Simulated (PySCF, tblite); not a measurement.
**C4H10BN3O: geometry, infrared bands and NMR shifts**

Aim: predict the infrared bands and NMR shifts of C4H10BN3O (`[H]/N=C\C(=O)N(C)BNC`).

The runs use tblite 0.8.0 and PySCF 2.14.0, with density-fitted response routines of our own; the level of theory stands in each step. All values are computed, except where a source is named. Atoms are numbered from 0 throughout.

## 1. Starting geometry

19 atoms, charge 0, multiplicity 1; geometry from: force field or distance geometry start.

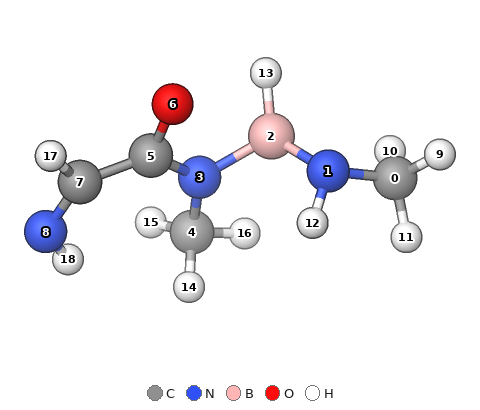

As it starts; carbon grey, nitrogen blue, boron pink, oxygen red, hydrogen white, atoms numbered; sticks join atoms by distance.

## 2. Relaxing the molecule with GFN2-xTB

The job: settings as JSON, then the geometry in Å.

```
{"job": {"kind": "relax", "xc": "GFN2-xTB", "basis": "xTB"}, "charge": 0, "multiplicity": 1}
C     -3.099700    -0.136200     0.050800
N     -1.848000    -0.631800     0.533200
B     -0.793200    -0.668000    -0.561500
N      0.548500    -0.029300    -0.138600
C      0.687900     1.365800    -0.356000
C      1.462800    -0.920900     0.435200
O      1.059600    -2.143700     0.518500
C      2.788100    -0.672500     0.940800
N      3.427700     0.427100     0.974900
H     -3.933000    -0.839600     0.298200
H     -3.009600    -0.000800    -1.032600
H     -3.309800     0.832600     0.591200
H     -1.553600    -0.008300     1.335100
H     -0.690300    -1.647300    -1.214600
H      0.748200     1.962800     0.580400
H      1.453500     1.655600    -1.096200
H     -0.295700     1.713800    -0.812500
H      3.337600    -1.549900     1.350000
H      3.009200     1.300000     0.626600
```

On the command line:

```bash
OMP_NUM_THREADS=1 python probes_run.py task.json out
```

This one command runs all jobs of the session in turn.

The program printed:

```text
step      E/eV     max force
  0    -752.96795    4.687
  1    -753.63367    2.904
  2    -753.94674    1.932
  3    -754.18386    1.154
  4    -754.28886    1.030
  5    -754.33907    0.540
  6    -754.37832    0.399
  7    -754.40579    0.361
  8    -754.42724    0.296
  9    -754.44555    0.309
 10    -754.46384    0.335
 11    -754.48874    0.428
 12    -754.52390    0.463
 13    -754.57008    0.457
 14    -754.61091    0.441
 15    -754.64489    0.400
 16    -754.67772    0.461
 17    -754.69657    0.311
 18    -754.71162    0.238
 19    -754.72290    0.225
 20    -754.73230    0.244
 21    -754.74014    0.211
 22    -754.74703    0.189
 23    -754.75308    0.258
 24    -754.75830    0.158
 25    -754.76291    0.152
 26    -754.76716    0.163
 27    -754.77185    0.150
 28    -754.77693    0.194
 29    -754.78142    0.197
 30    -754.78576    0.162
 31    -754.79060    0.202
 32    -754.79590    0.186
 33    -754.80047    0.151
 34    -754.80367    0.132
 35    -754.80624    0.110
 36    -754.80894    0.159
 37    -754.81184    0.168
 38    -754.81463    0.134
 39    -754.81706    0.106
 40    -754.81926    0.107
 41    -754.82162    0.131
 42    -754.82438    0.153
 43    -754.82787    0.187
 44    -754.83233    0.157
 45    -754.83843    0.175
 46    -754.84405    0.179
 47    -754.84846    0.125
 48    -754.85107    0.130
 49    -754.85364    0.116
 50    -754.85585    0.103
 51    -754.85768    0.116
 52    -754.85892    0.079
 53    -754.86004    0.079
 54    -754.86098    0.072
 55    -754.86193    0.084
 56    -754.86287    0.082
 57    -754.86391    0.070
 58    -754.86488    0.067
 59    -754.86577    0.078
 60    -754.86650    0.054
 61    -754.86720    0.056
 62    -754.86782    0.050
 63    -754.86842    0.056
 64    -754.86909    0.057
 65    -754.86997    0.076
 66    -754.87084    0.091
 67    -754.87169    0.085
 68    -754.87260    0.069
 69    -754.87368    0.077
 70    -754.87472    0.067
 71    -754.87540    0.054
 72    -754.87579    0.050
 73    -754.87611    0.059
 74    -754.87658    0.080
 75    -754.87757    0.083
 76    -754.87842    0.073
 77    -754.87933    0.080
 78    -754.88073    0.083
 79    -754.88297    0.158
 80    -754.88633    0.205
 81    -754.89035    0.176
 82    -754.89405    0.136
 83    -754.88546    0.609
 84    -754.89882    0.148
 85    -754.90130    0.120
 86    -754.90666    0.459
 87    -754.91291    0.131
 88    -754.91602    0.125
 89    -754.91481    0.529
 90    -754.92362    0.204
 91    -754.92686    0.140
 92    -754.93113    0.588
 93    -754.94030    0.209
 94    -754.94584    0.185
 95    -754.95443    0.512
 96    -754.96233    0.160
 97    -754.96739    0.245
 98    -754.96677    0.486
 99    -754.97875    0.255
100    -754.98233    0.248
101    -754.99000    0.272
102    -754.99271    0.142
103    -754.99483    0.131
104    -754.99715    0.129
105    -755.00112    0.197
106    -755.00410    0.305
107    -755.00704    0.144
108    -755.01142    0.155
109    -755.01553    0.290
110    -755.02343    0.364
111    -755.03203    0.357
112    -755.03406    0.530
113    -755.04938    0.325
114    -755.05472    0.225
115    -755.06202    0.368
116    -755.07005    0.317
117    -755.07829    0.200
118    -755.08927    0.246
119    -755.09397    0.196
120    -755.09847    0.163
121    -755.10441    0.215
122    -755.10866    0.225
123    -755.11314    0.197
124    -755.11863    0.186
125    -755.12328    0.192
126    -755.12888    0.191
127    -755.13495    0.159
128    -755.13900    0.191
129    -755.14282    0.100
130    -755.14419    0.230
131    -755.14560    0.116
132    -755.14666    0.092
133    -755.14820    0.076
134    -755.14912    0.097
135    -755.15016    0.066
136    -755.15103    0.089
137    -755.15196    0.086
138    -755.15307    0.077
139    -755.15427    0.084
140    -755.15546    0.063
141    -755.15664    0.066
142    -755.15773    0.074
143    -755.15870    0.088
144    -755.15960    0.135
145    -755.16041    0.099
146    -755.16134    0.073
147    -755.16218    0.075
148    -755.16271    0.058
149    -755.16328    0.060
150    -755.16402    0.076
151    -755.16494    0.103
152    -755.16615    0.126
153    -755.16775    0.113
154    -755.16922    0.144
155    -755.17094    0.167
156    -755.17241    0.116
157    -755.17369    0.075
158    -755.17450    0.086
159    -755.17607    0.083
160    -755.17741    0.099
161    -755.17840    0.074
162    -755.17927    0.136
163    -755.18045    0.079
164    -755.18165    0.047
165    -755.18208    0.059
166    -755.18249    0.051
167    -755.18281    0.055
168    -755.18316    0.049
169    -755.18351    0.046
170    -755.18391    0.054
171    -755.18434    0.070
172    -755.18476    0.080
173    -755.18522    0.062
174    -755.18560    0.038
175    -755.18585    0.029
176    -755.18596    0.024
177    -755.18604    0.015
178    -755.18610    0.015
179    -755.18615    0.018
180    -755.18618    0.015
181    -755.18622    0.015
182    -755.18626    0.015
183    -755.18631    0.014
184    -755.18635    0.014
185    -755.18639    0.019
186    -755.18643    0.024
187    -755.18649    0.025
188    -755.18659    0.027
189    -755.18672    0.027
190    -755.18687    0.021
191    -755.18701    0.026
192    -755.18714    0.034
193    -755.18726    0.038
194    -755.18738    0.035
195    -755.18753    0.025
196    -755.18774    0.027
197    -755.18795    0.038
198    -755.18816    0.033
199    -755.18830    0.087
200    -755.18849    0.034
201    -755.18863    0.029
202    -755.18879    0.038
203    -755.18916    0.049
204    -755.18966    0.075
205    -755.19046    0.067
206    -755.19158    0.097
207    -755.19075    0.166
208    -755.19242    0.092
209    -755.19278    0.069
210    -755.19308    0.038
211    -755.19345    0.065
212    -755.19367    0.045
213    -755.19393    0.035
214    -755.19419    0.031
215    -755.19443    0.050
216    -755.19461    0.058
217    -755.19480    0.057
218    -755.19500    0.031
219    -755.19526    0.043
220    -755.19560    0.074
221    -755.19593    0.052
222    -755.19604    0.120
223    -755.19644    0.046
224    -755.19666    0.022
225    -755.19672    0.133
226    -755.19703    0.031
227    -755.19716    0.038
228    -755.19719    0.094
229    -755.19747    0.026
230    -755.19762    0.029
231    -755.19744    0.150
232    -755.19795    0.030
233    -755.19809    0.028
234    -755.19680    0.251
235    -755.19825    0.020
236    -755.19836    0.026
237    -755.19744    0.187
238    -755.19853    0.017
239    -755.19862    0.020
240    -755.19865    0.094
241    -755.19879    0.017
242    -755.19884    0.023
243    -755.19896    0.067
244    -755.19909    0.025
245    -755.19918    0.013
246    -755.19931    0.038
247    -755.19936    0.022
248    -755.19940    0.012
249    -755.19942    0.009
```

It took 3.1 s on 1 thread of Arm Neoverse N1, shared host.

Relaxation path: (not every step is listed)

| step | energy from step 0 (eV) | largest force (eV/Å) |
| --- | --- | --- |
| 0 | 0.0000 | 4.6871 |
| 1 | -0.6657 | 2.9045 |
| 2 | -0.9788 | 1.9319 |
| 3 | -1.2159 | 1.1536 |
| 4 | -1.3209 | 1.0305 |
| 5 | -1.3711 | 0.5398 |
| 6 | -1.4104 | 0.3995 |
| 7 | -1.4378 | 0.3614 |
| 8 | -1.4593 | 0.2960 |
| 31 | -1.8227 | 0.2022 |
| 54 | -1.8930 | 0.0724 |
| 77 | -1.9114 | 0.0803 |
| 100 | -2.0144 | 0.2477 |
| 123 | -2.1452 | 0.1975 |
| 146 | -2.1934 | 0.0729 |
| 169 | -2.2156 | 0.0463 |
| 192 | -2.2192 | 0.0337 |
| 215 | -2.2265 | 0.0500 |
| 238 | -2.2306 | 0.0175 |
| 244 | -2.2311 | 0.0254 |
| 245 | -2.2312 | 0.0129 |
| 246 | -2.2314 | 0.0383 |
| 247 | -2.2314 | 0.0220 |
| 248 | -2.2314 | 0.0121 |
| 249 | -2.2315 | 0.0088 |

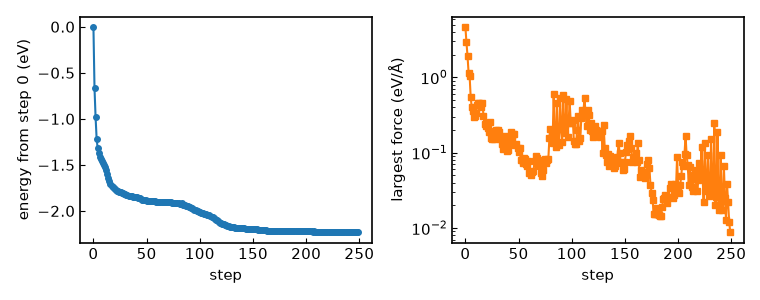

Energy and largest force along the relaxation.

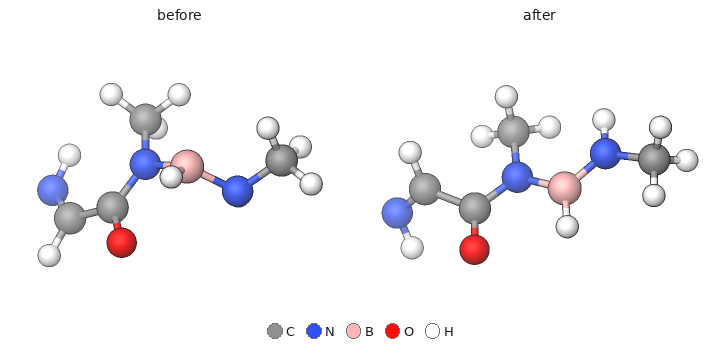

Before and after, at one scale.

Close pairs (by a distance rule), those that changed most:

| bond | before (Å) | after (Å) | change (Å) |
| --- | --- | --- | --- |
| N1–B2 | 1.521 | 1.383 | -0.137 |
| B2–N3 | 1.545 | 1.455 | -0.090 |
| C5–O6 | 1.290 | 1.215 | -0.075 |
| C5–C7 | 1.440 | 1.513 | +0.073 |
| N1–H12 | 1.058 | 1.010 | -0.048 |
| C4–H16 | 1.139 | 1.094 | -0.045 |
| C0–H11 | 1.129 | 1.094 | -0.035 |
| N3–C5 | 1.400 | 1.365 | -0.035 |

The next job starts from the end point, and lists it.

## 3. Infrared spectrum with GFN2-xTB

The job: settings as JSON, then the geometry in Å.

```
{"job": {"kind": "ir", "xc": "GFN2-xTB", "basis": "xTB"}, "charge": 0, "multiplicity": 1}
C     -3.341056    -0.213467    -0.117871
N     -1.953901     0.188701    -0.082084
B     -0.876471    -0.614021     0.247478
N      0.475943    -0.077787     0.227704
C      0.720883     1.332190    -0.018625
C      1.549996    -0.902435     0.401250
O      1.479524    -2.070171     0.728808
C      2.914891    -0.302629     0.140611
N      3.887282    -0.291740     0.932513
H     -3.933733     0.362516     0.598956
H     -3.415805    -1.267649     0.135804
H     -3.764286    -0.060038    -1.114509
H     -1.838581     1.157217    -0.342592
H     -1.034353    -1.733725     0.524649
H     -0.016170     1.927395     0.521030
H      1.708980     1.622431     0.339287
H      0.651022     1.566275    -1.085105
H      3.091946     0.070056    -0.867448
H      3.684084    -0.683871     1.853010
```

The program printed:

```text
mode    cm-1     km/mol
  1      28.4      0.10
  2      64.5      0.48
  3      79.1      0.19
  4     135.7      1.46
  5     137.3      0.36
  6     169.4      0.66
  7     174.3      0.90
  8     266.2     13.39
  9     308.9      9.62
 10     313.8      1.70
 11     324.5      2.51
 12     364.5      0.08
 13     467.1     21.44
 14     529.9      9.69
 15     636.0    154.86
 16     703.6     18.26
 17     784.1     13.64
 18     799.8     17.73
 19     832.7      7.10
 20     925.2      1.22
 21     993.7     10.95
 22    1074.8    117.16
 23    1087.8     44.81
 24    1097.4     14.14
 25    1102.5     29.39
 26    1113.1      0.98
 27    1120.7     22.21
 28    1156.5     58.60
 29    1237.4    115.87
 30    1288.6     12.69
 31    1310.0    366.82
 32    1346.4     97.00
 33    1413.1      0.98
 34    1415.7     30.73
 35    1468.6    218.79
 36    1480.7      5.97
 37    1483.0     20.91
 38    1494.2     13.31
 39    1505.3    153.94
 40    1708.8    426.38
 41    1736.2    165.70
 42    2704.1     77.95
 43    2939.8     43.85
 44    2945.5     32.21
 45    2962.9     70.24
 46    2968.2     40.38
 47    2995.1     19.50
 48    3008.1     21.16
 49    3049.0     17.16
 50    3302.1     10.84
 51    3438.5      4.83
```

Wall time 1.1 s (1 thread of Arm Neoverse N1, shared host).

The strongest bands and the atoms that carry them (share of the mass-weighted mode):

| cm⁻¹ | km/mol | atoms |
| --- | --- | --- |
| 636 | 154.9 | H12 58 %, B2 16 %, N1 15 % |
| 1075 | 117.2 | H15 25 %, H14 23 %, C4 13 % |
| 1237 | 115.9 | N3 59 %, C4 16 %, B2 13 % |
| 1310 | 366.8 | N3 26 %, H17 21 %, H18 17 %, C5 11 % |
| 1469 | 218.8 | N1 24 %, H11 20 %, B2 19 %, H9 18 % |
| 1505 | 153.9 | H9 25 %, H11 25 %, N1 20 %, B2 12 % |
| 1709 | 426.4 | C5 56 %, O6 33 % |
| 1736 | 165.7 | C7 52 %, N8 37 % |

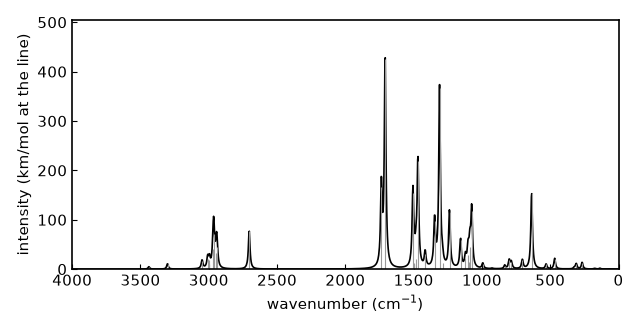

The infrared spectrum from these modes, unscaled. Lines are broadened to a width of 14 cm⁻¹ (Lorentzian).

## 4. NMR shieldings: PBE0/pcSseg-1

Settings changed since step 3:

```diff
@@ -1,2 +1,2 @@
-{"job": {"kind": "ir", "xc": "GFN2-xTB", "basis": "xTB"}, "charge": 0, "multiplicity": 1}
+{"job": {"kind": "nmr", "xc": "PBE0", "basis": "pcSseg-1"}, "charge": 0, "multiplicity": 1}
 C     -3.341056    -0.213467    -0.117871
```

Method: GIAO PBE0/pcSseg-1 NMR shielding, non-relativistic, gas phase.

The program printed:

```text
coarse grid: 15904 points
cycle   1  E = -422.0553485217  dE =  1.362e+00  |g| = 9.140e-01  |ddm| = 3.803e+00
cycle   2  E = -421.4325451245  dE =  6.228e-01  |g| = 1.994e+00  |ddm| = 2.572e+00
cycle   3  E = -422.2158779663  dE = -7.833e-01  |g| = 2.217e-01  |ddm| = 2.003e+00
cycle   4  E = -422.2244315743  dE = -8.554e-03  |g| = 1.180e-01  |ddm| = 2.651e-01
cycle   5  E = -422.2269572137  dE = -2.526e-03  |g| = 3.833e-02  |ddm| = 9.425e-02
cycle   6  E = -422.2272787911  dE = -3.216e-04  |g| = 1.089e-02  |ddm| = 3.506e-02
cycle   7  E = -422.2273016459  dE = -2.285e-05  |g| = 3.596e-03  |ddm| = 8.862e-03
cycle   8  E = -422.2273042049  dE = -2.559e-06  |g| = 6.613e-04  |ddm| = 2.744e-03
final grid: 153944 points
cycle   9  E = -422.2831009141  dE = -2.994e-05  |g| = 1.384e-02  |ddm| = 3.016e-02
cycle  10  E = -422.2830029844  dE =  9.793e-05  |g| = 2.644e-02  |ddm| = 2.986e-02
cycle  11  E = -422.2831389053  dE = -1.359e-04  |g| = 3.169e-03  |ddm| = 2.128e-02
cycle  12  E = -422.2831408954  dE = -1.990e-06  |g| = 4.858e-04  |ddm| = 2.302e-03
cycle  13  E = -422.2831409386  dE = -4.325e-08  |g| = 2.453e-04  |ddm| = 5.263e-04
cycle  14  E = -422.2831409509  dE = -1.229e-08  |g| = 6.882e-05  |ddm| = 1.978e-04
cycle  15  E = -422.2831409519  dE = -9.644e-10  |g| = 2.484e-05  |ddm| = 6.171e-05
converged SCF energy = -422.2831409519

GIAO shielding tensors (ppm)
atom      isotropic    diamagn.    paramagn.     s11        s22        s33       span
  0 C      150.043     240.270     -90.227    129.072    134.557    186.500     57.428
  1 N      167.201     326.823    -159.622     88.183    194.527    218.894    130.711
  2 B       75.397     201.669    -126.272     43.420     73.560    109.212     65.793
  3 N      120.919     334.642    -213.723    -12.279    180.218    194.819    207.098
  4 C      154.200     249.477     -95.277    137.445    144.181    180.974     43.528
  5 C       11.494     245.277    -233.783    -81.907     34.293     82.095    164.002
  6 O     -126.118     401.393    -527.511   -446.034   -248.565    316.246    762.280
  7 C       11.416     257.276    -245.860   -105.941     20.620    119.570    225.511
  8 N     -106.508     317.415    -423.923   -459.043   -116.819    256.339    715.383
  9 H       28.558      26.466       2.093     23.680     26.671     35.324     11.644
 10 H       28.420      27.860       0.560     24.659     27.421     33.180      8.522
 11 H       28.569      26.829       1.741     23.739     26.664     35.304     11.565
 12 H       28.568      37.208      -8.640     20.544     31.408     33.752     13.208
 13 H       26.546      34.960      -8.414     23.510     26.739     29.389      5.879
 14 H       28.967      33.092      -4.126     24.746     28.742     33.412      8.667
 15 H       28.373      31.883      -3.510     23.764     28.701     32.655      8.891
 16 H       28.840      32.477      -3.637     25.440     26.122     34.958      9.518
 17 H       23.284      29.512      -6.228     19.920     22.915     27.017      7.098
 18 H       20.094      33.099     -13.005      8.955     24.791     26.537     17.583
```

Run time: 67 s. Hardware: 1 thread of Arm Neoverse N1, shared host; peak memory 0.89 GiB.

Shifts follow as δ = σ(reference) − σ, with reference shieldings (ppm) from runs at the same level and on the same kind of geometry: ¹H TMS 31.72, ¹³C TMS 186.9, ¹⁵N NH3 267.7, ¹⁷O H2O 336.1, ¹¹B BF3·OEt2 100.1. The references are single molecules in the gas phase, so shifts against H2O, NH3, PH3, H3PO4 or CFCl3 are not on the usual liquid scales and can be off by tens of ppm. Atoms listed in one row are averaged.

| atoms | environment | σ (ppm) | δ (ppm) |
| --- | --- | --- | --- |
| C7 | carbon bonded to C, N, H | 11.4 | 175.5 |
| C5 | carbon bonded to C, N, O | 11.5 | 175.4 |
| C0 | carbon bonded to N, 3 H | 150.0 | 36.9 |
| C4 | carbon bonded to N, 3 H | 154.2 | 32.7 |
| H18 | hydrogen on a nitrogen bonded to C | 20.09 | 11.62 |
| H17 | hydrogen on a carbon bonded to C, N | 23.28 | 8.43 |
| H13 | hydrogen on a boron bonded to 2 N | 26.55 | 5.17 |
| H9, H10, H11 | hydrogen on a carbon bonded to N | 28.52 | 3.20 |
| H12 | hydrogen on a nitrogen bonded to C, B | 28.57 | 3.15 |
| H14, H15, H16 | hydrogen on a carbon bonded to N | 28.73 | 2.99 |
| N8 | nitrogen bonded to C, H | -106.5 | 374.2 |
| N3 | nitrogen bonded to 2 C, B | 120.9 | 146.8 |
| N1 | nitrogen bonded to C, B, H | 167.2 | 100.5 |
| B2 | boron bonded to 2 N, H | 75.4 | 24.7 |
| O6 | oxygen bonded to C | -126.1 | 462.2 |

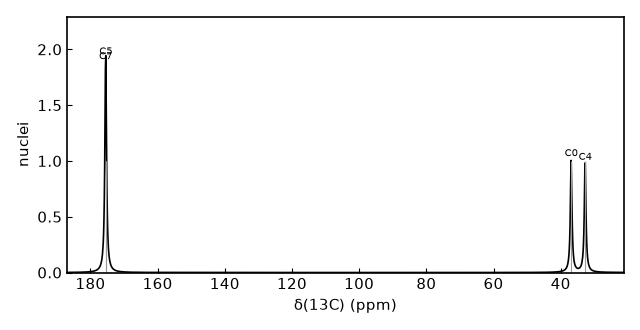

¹³C lines at the computed shifts, without couplings. Lines are broadened to a width of 0.57 ppm (Lorentzian).

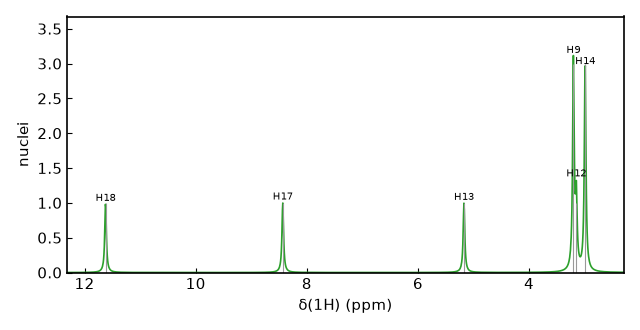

¹H lines at the computed shifts, without couplings. Lines are broadened to a width of 0.03 ppm (Lorentzian).

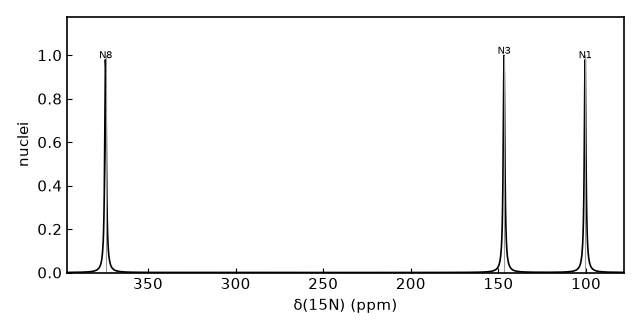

¹⁵N lines at the computed shifts, without couplings. Lines are broadened to a width of 1 ppm (Lorentzian).

The run also stored atomic charges by several schemes (e):

| atoms | Mulliken | IAO | Hirshfeld | ESP fit |
| --- | --- | --- | --- | --- |
| C0 | -0.08 | -0.29 | -0.06 | -0.22 |
| N1 | -0.54 | -0.38 | -0.17 | -0.38 |
| B2 | 0.38 | 0.15 | 0.14 | 0.19 |
| N3 | -0.68 | -0.26 | -0.10 | -0.14 |
| C4 | -0.10 | -0.31 | -0.06 | -0.35 |
| C5 | 0.48 | 0.40 | 0.17 | 0.36 |
| O6 | -0.40 | -0.46 | -0.26 | -0.50 |
| C7 | -0.03 | -0.01 | 0.04 | 0.40 |
| N8 | -0.31 | -0.40 | -0.21 | -0.75 |

Hirshfeld charges:

C0 -0.06; N1 -0.17; B2 0.14; N3 -0.10; C4 -0.06; C5 0.17; O6 -0.26; C7 0.04; N8 -0.21; H9 0.04; H10 0.06; H11 0.05; H12 0.12; H13 -0.06; H14 0.05; H15 0.05; H16 0.04; H17 0.05; H18 0.11

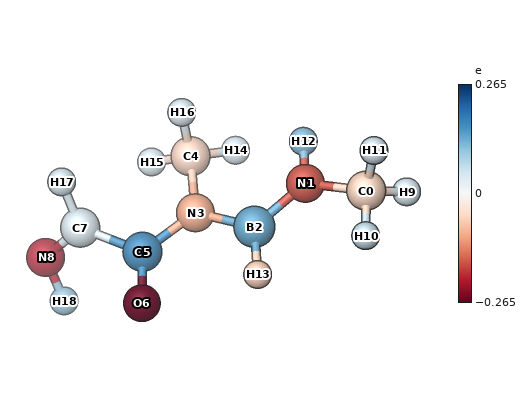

Hirshfeld charges, as colours on the atoms.

Mayer bond orders: C0–N1 0.97, N1–B2 1.30, B2–N3 0.96, N3–C4 0.95, N3–C5 1.09, C5–O6 1.96, C5–C7 0.91, C7–N8 2.05.

## 5. What came out

| quantity | value |
| --- | --- |
| strongest single infrared mode (GFN2-xTB) | 1709 cm⁻¹, 426 km/mol |
| zero-point energy (GFN2-xTB) | 94.3 kcal/mol |
| ¹³C shifts against TMS (PBE0/pcSseg-1) | 175.5, 175.4, 36.9, 32.7 ppm |
| ¹H shifts against TMS (PBE0/pcSseg-1, means over atoms taken as alike) | 11.62, 8.43, 5.17, 3.20, 3.15, 2.99 ppm |
| ¹⁵N shifts against NH3 (PBE0/pcSseg-1) | 374.2, 146.8, 100.5 ppm |
| ¹¹B shifts against BF3·OEt2 (PBE0/pcSseg-1) | 24.7 ppm |
| ¹⁷O shifts against H2O (PBE0/pcSseg-1) | 462.2 ppm |

What this shows: Relaxing lowered the energy by 2.231 eV in 249 steps; the close pair that moved most is N1–B2, from 1.521 to 1.383 Å. All 51 modes are real, so the xTB geometry is a minimum. The strongest single mode, at 1709 cm⁻¹, moves mainly C5 and O6. GFN2-xTB is a fitted tight-binding method: band positions and strengths are rough. Its intensities can rank the bands wrongly. At PBE0/pcSseg-1: Shielding is most anisotropic at O6 (span 762 ppm, paramagnetic term -528 ppm).
